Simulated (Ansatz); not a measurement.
The compound is CeO2 (P4_2/mnm).

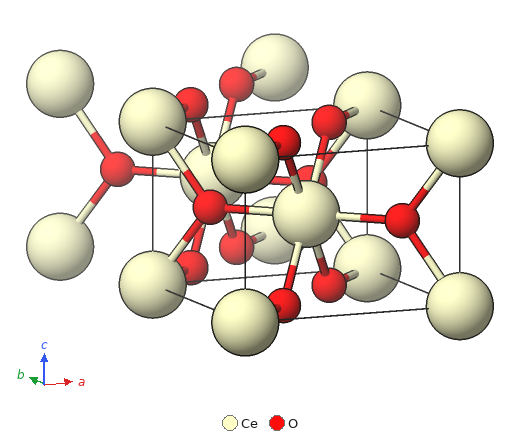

The structure (cerium light yellow, oxygen red). 1×2×1 cells are drawn. Some periodic images of atoms are drawn too.

It takes space group P4_2/mnm (No. 136, tetragonal). The conventional cell has a = 5.135 Å, b = 5.135 Å, c = 3.636 Å, α = 90.00°, β = 90.00°, γ = 90.00°. Ce has 6 O at 2.27 Å nearest. Nearest to O lie 3 Ce at 2.27 Å. Farther neighbours and most contacts between anions are not listed.

```
Ce O
1.0
     3.63075   -2.56733    2.56733
    -3.63075   -2.56733    2.56733
     0.00000   -2.57134   -2.57134
Ce O
2 4
Direct
  0.50000 0.50000 0.50000
  0.00000 0.00000 0.00000
  0.81266 0.18734 0.50000
  0.18734 0.81266 0.50000
  0.31266 0.31266 0.00000
  0.68734 0.68734 0.00000
```

The cell and positions are those that the Materials Project relaxed with its own functionals (PBE, PBE+U or r2SCAN), kept fixed. This is not the form that CeO2 usually takes at ambient conditions. The program's search for lower electronic states was switched off, so nothing shows that the state found is the lowest. Spin-orbit coupling is left out unless a run names it. PAW set soft_2, made with PBE.

A constrained-RPA run (Ansatz 0.2.0; non-magnetic LDA; Ce f, bands c1 to c14, 4×4×4 mesh, medium accuracy) builds 14 functions on bands 1.4 eV wide, with 0.0 electrons in the window. The bare on-site interaction is 23.2 eV and the bare J 0.62 eV.

Q: Estimate U, U′ and J.

On the Ce f shell, U = 3.70 eV (16 % of the bare value), U′ = 2.73 eV, J = 0.46 eV.

The parent state is non-magnetic and the interaction static (zero frequency); U depends on the window and the orbitals, so it belongs to this model alone.

[Paths, hosts, dates, memory and timing lines, banners, echoed tables and standing remarks are left out of the program output.]

[Logs are printed without paths, hosts, clocks, repeated set-up lines and the standing remarks that a program may print on its own settings, such as how far it seeks lower states.]

[Runs of the session that timed out or met a known fault of the program may be left out.]

[Hosts, paths, dates, database ids (printed as entryN), source tags and the programs' standing remarks are cut or masked in the printed files.]
